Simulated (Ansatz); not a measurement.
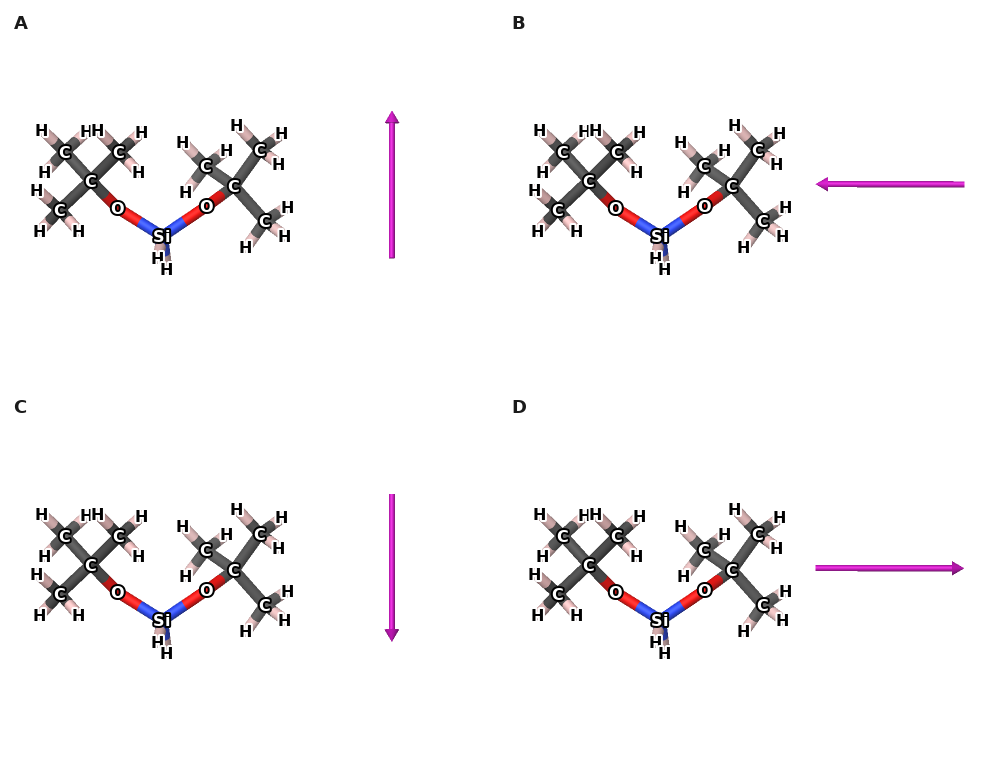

The same molecule four times, each with an arrow. Computed geometry: PBE0-D4/def2-TZVP optimisation. No frequency run is at hand to confirm it as a minimum. Method: RKS PBE0-D4/def2-TZVP (Ansatz 0.2.0).

> Which arrow points along the dipole moment, from the negative to the positive end?

A. The dipole moment is 1.19 D.
